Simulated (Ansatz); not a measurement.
# One shape, several levels: SnH4 (SMILES [H][Sn]([H])([H])[H])

Wanted: a comparison of 6 runs (UHF/STO-3G, CAM-B3LYP/STO-3G, r2SCAN/STO-3G, wB97M-V/STO-3G, CCSD/STO-3G, FCI/STO-3G) of SnH4. 

The calculation is run with Ansatz 0.2.0.

34 further runs of the same task are left out: 9 that didn't finish, 25 set aside as unsound or not needed.

### 1 The molecule

SnH4 has 5 atoms, charge 0, and is taken as a singlet. SMILES: `[H][Sn]([H])([H])[H]`. The H2–Sn1 distance was set to 3.278 Å, away from the relaxed value. At this shape a bond of the SMILES string is far longer than usual.

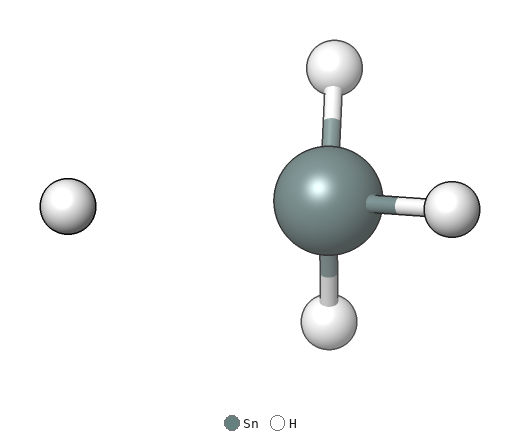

The structure, seen from a chosen angle (tin teal, hydrogen white).

### 2 The energy at UHF/STO-3G (run 1)

run.yaml

```yaml
crystal:
  periodic: [false, false, false]
  atoms:
    - {symbol: Sn, position_ang: [-0.013970, 0.018010, -1.639174]}
    - {symbol: H, position_ang: [0.011990, -0.018470, 1.638220]}
    - {symbol: H, position_ang: [1.527710, 0.029000, -2.193564]}
    - {symbol: H, position_ang: [-0.792720, 1.360320, -2.165834]}
    - {symbol: H, position_ang: [-0.784930, -1.315900, -2.194434]}
basis:
  gaussian: {orbitals: STO-3G}
magnetization: {spin_polarized: true, initial_magnetization: 0}
hamiltonian: {xc: hf}
accuracy: high
```

On the command line:

```console
ansatz run run.yaml --threads 1 --pin off --max-ram 2610MiB --events-out events.jsonl --progress --plain --runs-dir runs
```

What it wrote:

```text
Warning: RAYON_NUM_THREADS=1 ignored (pool sized by the plan → 1); use --threads N
Functional definition: HF
  name "HF"
  exchange = exact_x
  correlation = 0
545 factors; integrals over basis functions are off by at most 4.9e-9 eV
mean field evaluation 1: about -162322.3267 eV, gradient 8.6e0 eV
mean field evaluation 2: about -162322.3112 eV, gradient 8.5e0 eV
mean field evaluation 4: about -162325.2390 eV, gradient 1.1e0 eV
mean field evaluation 8: about -162325.2551 eV, gradient 8.6e-3 eV
mean field evaluation 16: about -162325.2551 eV, gradient 5.3e-8 eV
mean field evaluation 32: about -162328.6254 eV, gradient 5.9e-1 eV
mean field -162328.63225592 eV, -5965.4672051063 hartree, gradient 8.1e-9 eV, S^2 0.966630; 4 other end points of the search recorded, 0 dependent functions left out
reference -162328.63225592 eV, -5965.4672051063 hartree; 27, 27 occupied and 4, 4 virtual orbitals, 545 factors
Total energy: -162328.63225592 eV, -5965.4672051063 hartree
```

Run time: 0.85 s. Hardware: 1 thread of Arm Neoverse V1, shared host; peak memory 0.091 GiB.

### 3 The energy at CAM-B3LYP/STO-3G (run 2)

in.yaml

```yaml
crystal:
  periodic: [false, false, false]
  atoms:
    - symbol: Sn
      position_ang: [-0.013970, 0.018010, -1.639174]
    - symbol: H
      position_ang: [0.011990, -0.018470, 1.638220]
    - symbol: H
      position_ang: [1.527710, 0.029000, -2.193564]
    - symbol: H
      position_ang: [-0.792720, 1.360320, -2.165834]
    - symbol: H
      position_ang: [-0.784930, -1.315900, -2.194434]
basis:
  gaussian: {orbitals: STO-3G}
accuracy: high
hamiltonian: {xc: {name: CAM-B3LYP}}
```

On the command line:

```console
ansatz run in.yaml --threads 1 --pin off --max-ram 2610MiB --events-out events.jsonl --progress --plain --runs-dir runs
```

What it wrote:

```text
Warning: RAYON_NUM_THREADS=1 ignored (pool sized by the plan → 1); use --threads N
Functional definition: CAM-B3LYP
  name "CAM-B3LYP"
  parameter alpha = 0.19
  parameter beta = 0.46
  parameter omega = 0.33/bohr
  parameter ac = 0.81
  exchange = (1 - alpha - beta)*b88_x + beta*b88_x_sr(omega) + alpha*exact_x + beta*exact_x_lr(omega)
  correlation = (1 - ac)*vwn5_c + ac*lyp_c
545 factors; integrals over basis functions are off by at most 4.9e-9 eV
130 factors; integrals over basis functions are off by at most 6.5e-10 eV
mean field evaluation 1: about -162384.3868 eV, gradient 1.6e1 eV
mean field evaluation 2: about -162380.3187 eV, gradient 1.7e1 eV
mean field evaluation 4: about -162388.4840 eV, gradient 6.4e0 eV
mean field evaluation 8: about -162388.7912 eV, gradient 1.4e0 eV
mean field evaluation 16: about -162388.7378 eV, gradient 2.3e-4 eV
mean field -162388.73780795 eV, -5967.6760434024 hartree, gradient 2.4e-8 eV, S^2 0.000000; 0 other end points of the search recorded, 0 dependent functions left out
reference -162388.73782172 eV, -5967.6760439085 hartree; 27, 27 occupied and 4, 4 virtual orbitals, 545 factors
Total energy: -162388.73782172 eV, -5967.6760439085 hartree
```

Run time: 1.9 s. Hardware: 1 thread of Arm Neoverse V1, shared host; peak memory 0.11 GiB.

Runs 3 to 4 aren't shown in full; the table further down has their settings and results.

### 4 The energy at CCSD/STO-3G (run 5)

input.yaml

```yaml
crystal:
  periodic: [false, false, false]
  atoms:
    - {symbol: Sn, position_ang: [-0.013970, 0.018010, -1.639174]}
    - {symbol: H, position_ang: [0.011990, -0.018470, 1.638220]}
    - {symbol: H, position_ang: [1.527710, 0.029000, -2.193564]}
    - {symbol: H, position_ang: [-0.792720, 1.360320, -2.165834]}
    - {symbol: H, position_ang: [-0.784930, -1.315900, -2.194434]}
basis:
  gaussian:
    orbitals: STO-3G
correlation:
  method: ccsd
  frozen_orbitals: {H: 0, Sn: 18}
accuracy: high
scf:
  omitted_lower_state_checks: [cluster_reference, increment]
```

On the command line:

```console
ansatz run input.yaml --threads 1 --pin off --max-ram 2610MiB --events-out events.jsonl --progress --plain --runs-dir runs
```

What it wrote:

```text
Warning: RAYON_NUM_THREADS=1 ignored (pool sized by the plan → 1); use --threads N
[... 12 lines left out ...]
18 core orbitals not correlated: weight in the atoms' cores, before any rotation towards them, 1.000 or more for the frozen orbitals, at most 0.000 for the correlated occupied ones
[... 23 lines left out ...]
WARN: these amplitudes may be one of several solutions (largest doubles amplitude 0.68, level shift 8.05 eV)
Total energy: -162330.03565875 eV, -5965.5187792091 hartree
Checks for a lower state left out: cluster_reference, increment
```

Run time: 0.54 s. Hardware: 1 thread of Arm Neoverse V1, shared host.

### 5 A single-point energy at FCI/STO-3G (run 6)

run.yaml, as its differences from that of step 2:

```diff
@@ -9,5 +9,7 @@
 basis:
-  gaussian: {orbitals: STO-3G}
-magnetization: {spin_polarized: true, initial_magnetization: 0}
-hamiltonian: {xc: hf}
+  gaussian:
+    orbitals: STO-3G
+correlation:
+  method: fci
+  frozen_orbitals: {H: 0, Sn: 18}
 accuracy: high
```

On the command line:

```console
ansatz run run.yaml --threads 1 --pin off --max-ram 2610MiB --events-out events.jsonl --progress --plain --runs-dir runs
```

What it wrote, shortened:

```text
Warning: RAYON_NUM_THREADS=1 ignored (pool sized by the plan → 1); use --threads N
[... 2 set-up lines as earlier in the session ...]
[...]
545 factors; integrals over basis functions are off by at most 4.9e-9 eV
[...]
mean field -162325.25507387 eV, -5965.3430959548 hartree, gradient 1.6e-8 eV, S^2 0.000000; 1 other end points of the search recorded, 0 dependent functions left out; unrestricted orbitals would lower it
unrestricted determinant -162328.63225592 eV, -5965.4672051063 hartree, S^2 0.9666
18 core orbitals not correlated: weight in the atoms' cores, before any rotation towards them, 1.000 or more for the frozen orbitals, at most 0.000 for the correlated occupied ones
reference -162325.25507387 eV, -5965.3430959548 hartree; 9, 9 occupied and 4, 4 virtual orbitals, 545 factors
state -162330.11115917 eV, -5965.5215537981 hartree
Total energy: -162330.11115917 eV, -5965.5215537981 hartree
```

Run time: 1.9 s. Hardware: 1 thread of Arm Neoverse V1, shared host; peak memory 0.11 GiB.

### 6 The series

```tsv
run	level	frozen core orbitals	energy (Eh)	wall time
1	UHF/STO-3G	–	-5965.467205	0.85 s
2	CAM-B3LYP/STO-3G	–	-5967.676044	1.9 s
3	r2SCAN/STO-3G	–	-5967.694277	3.9 s
4	wB97M-V/STO-3G	–	-5967.585577	17 s
5	CCSD/STO-3G	18	-5965.518779	0.54 s
6	FCI/STO-3G	18	-5965.521554	1.9 s
```

### 7 What came out

```
                                           quantity           value
                                run 6: total energy  -5965.52155 Eh
run 6: correlation energy (18 core orbitals frozen)      -178.5 mEh
```

In words: Against full CI in this basis: UHF +54.3 mEh; CCSD +2.8 mEh. Totals of different functionals can't be ranked against each other. In run 5 the log says that unrestricted orbitals would lower the reference, so the values rest on an unstable closed-shell determinant (other closed-shell runs at this shape may share the fault). In runs 1, 2, 3, 4, 5, 6 the basis is minimal, so the values are rough. In runs 2, 3, 4, 5 a closed-shell determinant meets a far-stretched bond, which it describes badly. In runs 1, 2, 3, 4, 5, 6 relativity is left out where basis or elements ask for it. Spin contamination of the reference: run 1 ⟨S²⟩ = 0.97. Where it is this large, the reference is a mixture of spin states, and values that rest on it are in doubt. All runs together took 26 s, the longest 17 s.
